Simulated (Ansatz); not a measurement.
## Electronic structure of C2H7BF2Si (SMILES C[SiH2]C(F)BF) in real space

```xyz
13

C    -0.9083   -1.2143   -1.1532
Si   -0.2119   -0.8971    0.5867
C     1.0423    0.5945    0.5434
F     1.6708    0.6297    1.8522
B     0.3299    1.9354    0.2654
F    -0.2669    2.0839   -0.9620
H    -1.3107   -0.2911   -1.5781
H    -0.1306   -1.5886   -1.8244
H    -1.7101   -1.9563   -1.1155
H     0.5431   -2.0701    1.1249
H    -1.2991   -0.5344    1.5507
H     1.8184    0.3656   -0.1979
H     0.2094    2.8257    1.0394
```

Method: RKS CAM-B3LYP/6-31G in Ansatz 0.2.0.

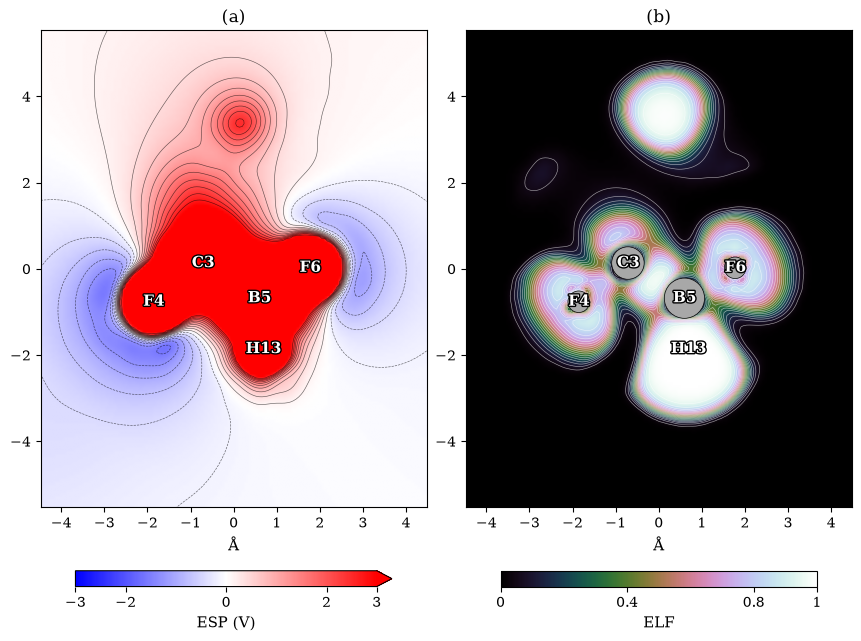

Figure 1. (a) molecular electrostatic potential; (b) electron localisation function on the plane of atoms F4, C3 and B5. Grey discs cover the atomic cores in the ELF map.

### Read the bonding off the picture.

- Atoms in the plane: C, F, B and H.
- B–F (1.37 Å): the ELF peaks at about 0.85 between the atoms: a polar covalent bond.
- C–F (1.45 Å): the ELF peaks at about 0.80 between the atoms; a shared but strongly polarised pair.
- C–B (1.54 Å): the ELF peaks at about 1 between the atoms, as expected for a covalent bond.
- B–H (1.19 Å): the ELF climbs to about 1 towards the hydrogen, as it does in any bond to H: a covalent bond by its length.
- The ELF also peaks beside F4 and F6, away from the bonds: lone-pair regions.
- Outside the dense part of the molecule the potential is most negative (−1.7 V) near F4.

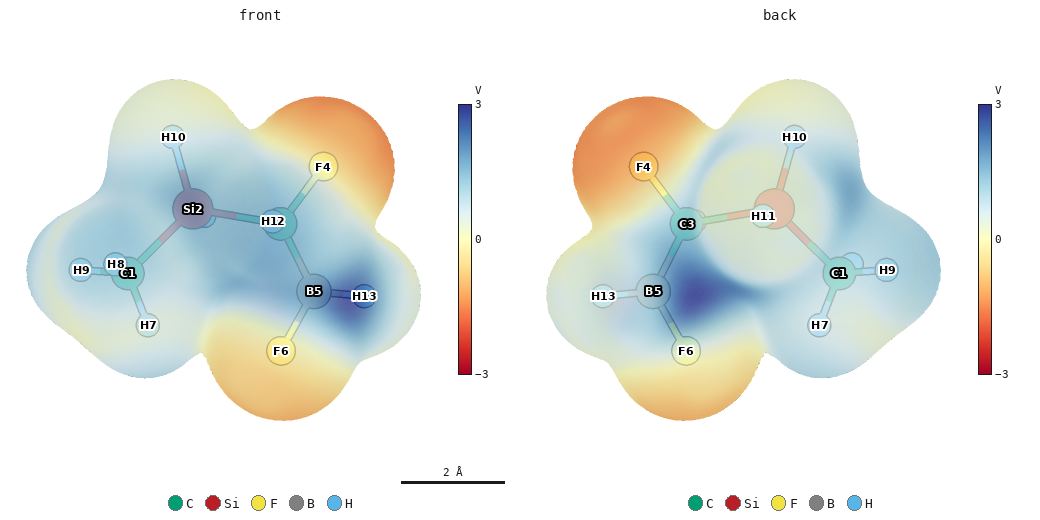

Figure 2. The molecular electrostatic potential painted on the density surface at 0.004 e/bohr³, seen from the front and from behind; red is negative and blue positive.

### Where is the surface potential most negative and most positive?

The most negative region (about −1.4 V) lies over F4, the most positive (about +2.8 V) over B5.

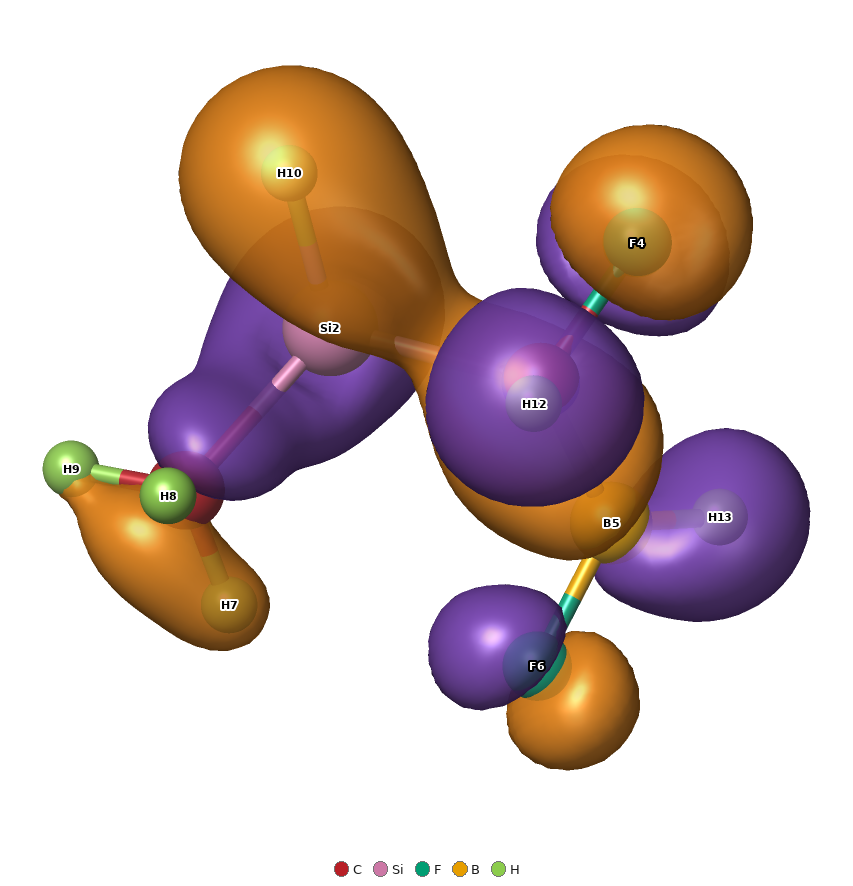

Figure 3. The HOMO−1 at ±0.08 Å⁻³ᐟ² (orange and purple are the two phases), seen across its widest extent.

### Describe this orbital and give its energy.

Its weight (Hirshfeld) is mainly on F4 (about 25 %), C3 (about 15 %), Si2 (about 10 %), B5 (about 10 %), H10 (about 10 %) and H12 (about 5 %). Its energy is −10.53 eV.
